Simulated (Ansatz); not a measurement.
# doublet [GeSiNH7]+: levels of theory compared

Wanted: a comparison of 6 runs (UB3LYP/6-31G*, U-revPBE/def2-SVP, UB3LYP/def2-SVP, UBHLYP/def2-SVP, USVWN5/def2-SVP, UCCSD/def2-SVP) of doublet [GeSiNH7]+. 

The calculation is run with Ansatz 0.2.0.

37 further runs of the same task are left out: 37 set aside as unsound or not needed.

## Step 1: The system as given

[GeSiNH7]+ has 10 atoms, charge +1, and is taken as a doublet. SMILES of the parent species: `[SiH3][NH][GeH3]`. Geometry: relaxed at PBE0-D4/def2-TZVP. That shape belongs to the parent species and isn't relaxed for this state.

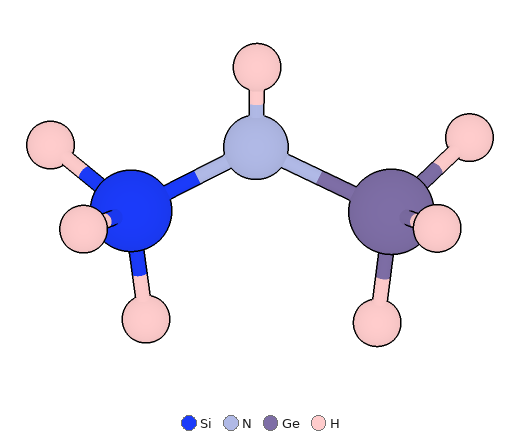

The structure, seen from a chosen angle (silicon blue, nitrogen light blue, germanium purple, hydrogen pink).

## Step 2: The energy at UB3LYP/6-31G(d) (spherical functions) (run 1)

molecule.yaml reads:

```yaml
crystal:
  periodic: [false, false, false]
  atoms:
    - {symbol: Si, position_ang: [-1.146800, 0.522200, -0.945600]}
    - {symbol: N, position_ang: [0.461400, 0.319100, -0.375700]}
    - {symbol: Ge, position_ang: [1.020100, -0.675800, 1.066200]}
    - {symbol: H, position_ang: [-1.923700, -0.668500, -0.512900]}
    - {symbol: H, position_ang: [-1.160200, 0.627200, -2.430500]}
    - {symbol: H, position_ang: [-1.835500, 1.735800, -0.416100]}
    - {symbol: H, position_ang: [1.159100, 0.952900, -0.736500]}
    - {symbol: H, position_ang: [-0.018900, -1.787400, 1.262400]}
    - {symbol: H, position_ang: [1.119900, 0.180400, 2.345600]}
    - {symbol: H, position_ang: [2.407800, -1.257200, 0.745900]}
basis:
  gaussian:
    orbitals: 6-31G_st_-spherical.json
total_charge: 1
magnetization:
  spin_polarized: true
  initial_magnetization: 1
hamiltonian:
  xc: {name: B3LYP}
accuracy: high
output: {orbitals: {seedname: orbitals}}
```

The basis set 6-31G* is read from a file made from the Basis Set Exchange's data (not shown).

Launch:

```bash
$ ansatz run molecule.yaml --threads 1 --pin off --max-ram 3480MiB --events-out events.jsonl --progress --plain --runs-dir runs
```

Output:

```text
Warning: RAYON_NUM_THREADS=1 ignored (pool sized by the plan → 1); use --threads N
Functional definition: B3LYP
  name "B3LYP"
  parameter a0 = 0.2
  parameter ax = 0.72
  parameter ac = 0.81
  exchange = (1 - a0 - ax)*slater_x + ax*b88_x + a0*exact_x
  correlation = (1 - ac)*vwn_rpa_c + ac*lyp_c
1777 factors; integrals over basis functions are off by at most 6.0e-9 eV
mean field evaluation 1: about -65968.4092 eV, gradient 5.8e1 eV
mean field evaluation 2: about -65903.3251 eV, gradient 1.0e2 eV
mean field evaluation 4: about -65983.9075 eV, gradient 8.1e0 eV
mean field evaluation 8: about -65984.4346 eV, gradient 9.2e-1 eV
mean field evaluation 16: about -65984.6004 eV, gradient 1.4e-3 eV
mean field -65984.60035752 eV, -2424.8893371703 hartree, gradient 2.6e-8 eV, S^2 0.757558; 0 other end points of the search recorded, 0 dependent functions left out
reference -65984.60040248 eV, -2424.8893388224 hartree; 30, 29 occupied and 48, 49 virtual orbitals, 1777 factors
Total energy: -65984.60040248 eV, -2424.8893388224 hartree
```

Wall time 17 s (1 thread of Arm Neoverse V1, shared host); peak memory 0.42 GiB.

## Step 3: A single-point energy at U-revPBE/def2-SVP (run 2)

in.yaml reads:

```yaml
crystal:
  periodic: [false, false, false]
  atoms:
    - symbol: Si
      position_ang: [-1.146800, 0.522200, -0.945600]
    - symbol: N
      position_ang: [0.461400, 0.319100, -0.375700]
    - symbol: Ge
      position_ang: [1.020100, -0.675800, 1.066200]
    - symbol: H
      position_ang: [-1.923700, -0.668500, -0.512900]
    - symbol: H
      position_ang: [-1.160200, 0.627200, -2.430500]
    - symbol: H
      position_ang: [-1.835500, 1.735800, -0.416100]
    - symbol: H
      position_ang: [1.159100, 0.952900, -0.736500]
    - symbol: H
      position_ang: [-0.018900, -1.787400, 1.262400]
    - symbol: H
      position_ang: [1.119900, 0.180400, 2.345600]
    - symbol: H
      position_ang: [2.407800, -1.257200, 0.745900]
basis:
  gaussian: {orbitals: def2-SVP}
output: {orbitals: {seedname: orbitals}}
accuracy: high
hamiltonian: {xc: {name: revPBE}}
magnetization: {spin_polarized: true, initial_magnetization: 1}
total_charge: 1
```

Launch:

```bash
$ ansatz run in.yaml --threads 1 --pin off --max-ram 3480MiB --events-out events.jsonl --progress --plain --runs-dir runs
```

Output:

```text
Warning: RAYON_NUM_THREADS=1 ignored (pool sized by the plan → 1); use --threads N
Functional definition: revPBE
  name "revPBE"
  parameter kappa = 1.245
  parameter beta = 0.06672455060314922
  exchange = pbe_x(kappa = kappa, mu = beta*pi^2/3)
  correlation = pbe_c(beta = beta)
2206 factors; integrals over basis functions are off by at most 4.3e-9 eV
mean field evaluation 1: about -65955.5550 eV, gradient 6.2e1 eV
mean field evaluation 2: about -65857.5663 eV, gradient 1.2e2 eV
mean field evaluation 4: about -65972.7894 eV, gradient 1.2e1 eV
mean field evaluation 8: about -65973.9491 eV, gradient 2.7e-1 eV
mean field evaluation 16: about -65973.9434 eV, gradient 8.8e-5 eV
mean field evaluation 32: about -65973.5979 eV, gradient 6.2e0 eV
mean field -65973.94344289 eV, -2424.4977027812 hartree, gradient 5.0e-8 eV, S^2 0.754379; 3 other end points of the search recorded, 0 dependent functions left out
reference -65973.94344784 eV, -2424.4977029630 hartree; 30, 29 occupied and 69, 70 virtual orbitals, 2206 factors
Total energy: -65973.94344784 eV, -2424.4977029630 hartree
```

Wall time 16 s (1 thread of Arm Neoverse V1, shared host); peak memory 0.34 GiB.

Runs 3 to 5 aren't shown in full; the table further down has their settings and results.

## Step 4: The energy at UCCSD/def2-SVP (run 6)

job.yaml reads:

```yaml
crystal:
  periodic: [false, false, false]
  atoms:
    - symbol: Si
      position_ang: [-1.146800, 0.522200, -0.945600]
    - symbol: "N"
      position_ang: [0.461400, 0.319100, -0.375700]
    - symbol: Ge
      position_ang: [1.020100, -0.675800, 1.066200]
    - symbol: H
      position_ang: [-1.923700, -0.668500, -0.512900]
    - symbol: H
      position_ang: [-1.160200, 0.627200, -2.430500]
    - symbol: H
      position_ang: [-1.835500, 1.735800, -0.416100]
    - symbol: H
      position_ang: [1.159100, 0.952900, -0.736500]
    - symbol: H
      position_ang: [-0.018900, -1.787400, 1.262400]
    - symbol: H
      position_ang: [1.119900, 0.180400, 2.345600]
    - symbol: H
      position_ang: [2.407800, -1.257200, 0.745900]
basis:
  gaussian: {orbitals: def2-SVP}
total_charge: 1
magnetization: {spin_polarized: true, initial_magnetization: 1}
correlation: {method: ccsd, frozen_orbitals: {Ge: 9, H: 0, "N": 1, Si: 5}}
accuracy: high
scf: {omitted_lower_state_checks: [cluster_reference, increment]}
```

Launch:

```bash
$ ansatz run job.yaml --threads 1 --pin off --max-ram 3480MiB --events-out events.jsonl --progress --plain --runs-dir runs
```

Output:

```text
Warning: RAYON_NUM_THREADS=1 ignored (pool sized by the plan → 1); use --threads N
Functional definition: HF
  name "HF"
  exchange = exact_x
  correlation = 0
these checks for a lower state are left out or cut short: cluster_reference, increment
2206 factors; integrals over basis functions are off by at most 4.3e-9 eV
mean field evaluation 1: about -65903.3597 eV, gradient 3.0e1 eV
mean field evaluation 2: about -65903.4276 eV, gradient 3.0e1 eV
mean field evaluation 4: about -65909.0418 eV, gradient 4.6e0 eV
mean field evaluation 8: about -65909.7857 eV, gradient 3.2e-1 eV
mean field evaluation 16: about -65909.7894 eV, gradient 1.2e-7 eV
mean field -65909.78942131 eV, -2422.1400859733 hartree, gradient 2.0e-8 eV, S^2 0.764467; 2 other end points of the search recorded, 0 dependent functions left out
15 core orbitals not correlated: weight in the atoms' cores, before any rotation towards them, 1.000 or more for the frozen orbitals, at most 0.000 for the correlated occupied ones
reference -65909.78942131 eV, -2422.1400859733 hartree; 15, 14 occupied and 69, 70 virtual orbitals, 2206 factors
second order -12.75349868 eV of doubles, -0.00000000 eV of singles
cycle   1  -13.45781338 eV  change   -7.0e-1 eV  update   1.0e-1
cycle   2  -14.02314410 eV  change   -5.7e-1 eV  update   3.7e-2
cycle   3  -14.12299192 eV  change   -1.0e-1 eV  update   2.7e-2
cycle   4  -14.12859447 eV  change   -5.6e-3 eV  update   1.6e-2
cycle   5  -14.14098855 eV  change   -1.2e-2 eV  update   8.0e-3
cycle   6  -14.13996835 eV  change    1.0e-3 eV  update   2.5e-3
cycle   7  -14.14156030 eV  change   -1.6e-3 eV  update   9.0e-4
cycle   8  -14.14170802 eV  change   -1.5e-4 eV  update   3.3e-4
cycle   9  -14.14152905 eV  change    1.8e-4 eV  update   1.3e-4
cycle  10  -14.14149742 eV  change    3.2e-5 eV  update   7.8e-5
cycle  11  -14.14149078 eV  change    6.6e-6 eV  update   5.0e-5
cycle  12  -14.14150595 eV  change   -1.5e-5 eV  update   3.1e-5
cycle  13  -14.14150430 eV  change    1.7e-6 eV  update   1.1e-5
cycle  14  -14.14149461 eV  change    9.7e-6 eV  update   4.0e-6
cycle  15  -14.14149118 eV  change    3.4e-6 eV  update   1.5e-6
cycle  16  -14.14149138 eV  change   -2.0e-7 eV  update   7.8e-7
cycle  17  -14.14149182 eV  change   -4.4e-7 eV  update   4.1e-7
cycle  18  -14.14149200 eV  change   -1.8e-7 eV  update   2.5e-7
cycle  19  -14.14149191 eV  change    9.4e-8 eV  update   1.6e-7
cycle  20  -14.14149185 eV  change    5.9e-8 eV  update   9.0e-8
cycle  21  -14.14149186 eV  change   -1.2e-8 eV  update   5.6e-8
cycle  22  -14.14149186 eV  change    5.8e-9 eV  update   3.7e-8
cycle  23  -14.14149205 eV  change   -1.9e-7 eV  update   8.9e-8
cycle  24  -14.14149206 eV  change   -4.7e-9 eV  update   2.7e-8
cycle  25  -14.14149207 eV  change   -1.7e-8 eV  update   1.1e-8
cycle  26  -14.14149207 eV  change  -1.7e-10 eV  update   5.6e-9
cycle  27  -14.14149207 eV  change   -2.3e-9 eV  update   3.0e-9
Total energy: -65923.93091338 eV, -2422.6597762216 hartree
Checks for a lower state left out: cluster_reference, increment
```

It took 95 s on 1 thread of Arm Neoverse V1, shared host; peak memory 1.2 GiB.

## Step 5: Overview of the runs

| run | level | frozen core orbitals | energy (Eh) | HOMO energy (eV) | LUMO energy (eV) | ⟨S²⟩ | wall time |
| --- | --- | --- | --- | --- | --- | --- | --- |
| 1 | UB3LYP/6-31G* (spherical functions) | – | -2424.889339 | -14.31 | -11.37 | 0.758 | 17 s |
| 2 | U-revPBE/def2-SVP | – | -2424.497703 | -13.04 | -11.92 | 0.754 | 16 s |
| 3 | UB3LYP/def2-SVP | – | -2424.805519 | -14.31 | -11.42 | 0.758 | 19 s |
| 4 | UBHLYP/def2-SVP | – | -2424.678660 | -15.79 | -10.02 | 0.762 | 19 s |
| 5 | USVWN5/def2-SVP | – | -2419.918400 | -12.92 | -12.07 | 0.753 | 8.1 s |
| 6 | UCCSD/def2-SVP | 15 | -2422.659776 | – | – | 0.764 | 95 s |

## Step 6: Summary of results

| quantity | value |
| --- | --- |
| run 6: total energy | -2422.65978 Eh |
| run 6: correlation energy (15 core orbitals frozen) | -519.7 mEh |
| run 6: ⟨S²⟩ of the reference determinant | 0.764 |
| run 6: T1 diagnostic | 0.024 |

Totals of different functionals can't be ranked against each other. All runs together took 2.9 min, the longest 95 s.
